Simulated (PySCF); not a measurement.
```yaml
atoms:
  - { symbol: C, position_ang: [-1.7694, 1.1652, 0.3601] }
  - { symbol: C, position_ang: [-1.2556, -0.0372, -0.3935] }
  - { symbol: C, position_ang: [-0.6478, -1.2144, 0.3843] }
  - { symbol: C, position_ang: [0.3441, -1.6517, -0.6993] }
  - { symbol: P, position_ang: [0.2950, 0.0558, -1.4940] }
  - { symbol: C, position_ang: [1.3687, 1.0066, -0.3490] }
  - { symbol: F, position_ang: [1.0280, 2.3086, -0.2950] }
  - { symbol: C, position_ang: [2.4683, 0.6546, 0.3239] }
  - { symbol: F, position_ang: [2.9513, -0.5653, 0.3652] }
  - { symbol: F, position_ang: [3.2065, 1.4833, 1.0181] }
  - { symbol: H, position_ang: [-0.9986, 1.5830, 1.0241] }
  - { symbol: H, position_ang: [-2.0893, 1.9655, -0.3244] }
  - { symbol: H, position_ang: [-2.6371, 0.8870, 0.9811] }
  - { symbol: H, position_ang: [-2.0329, -0.4157, -1.0816] }
  - { symbol: H, position_ang: [-1.3588, -1.9798, 0.7405] }
  - { symbol: H, position_ang: [-0.1021, -0.8324, 1.2623] }
  - { symbol: H, position_ang: [1.3129, -2.0575, -0.3864] }
  - { symbol: H, position_ang: [-0.1090, -2.3467, -1.4239] }
```

Geometry: PBE0-D3(BJ)/def2-SVP.

Computed with PySCF 2.14.0, CAM-B3LYP/def2-SVPD, SCF density, gas phase.

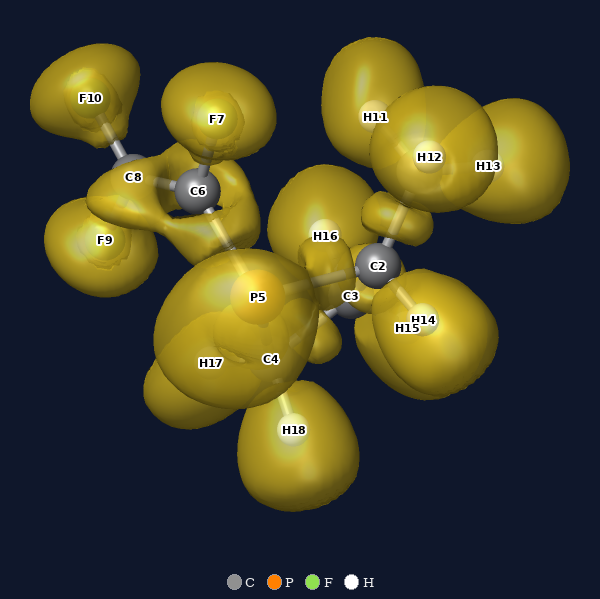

C6H8F3P. Isosurface of the electron localisation function at 0.75 (yellow), seen at a tilt. Core shells and regions of very low density are left out.

What do the ELF domains correspond to?

At this value the surface marks out four regions between bonded C–C atoms (shared pairs), eight regions around hydrogen nuclei, three regions on F in which the atom's valence shell and bonds are merged and one region on P in which the atom's valence shell and bonds are merged. Along the contacts the grid gives the following. C–F (1.31 Å): the ELF peaks at about 0.85 between the atoms, as expected for a polar covalent bond. C–C (1.34 Å): the ELF peaks at about 0.90 between the atoms; a short, multiple covalent bond.
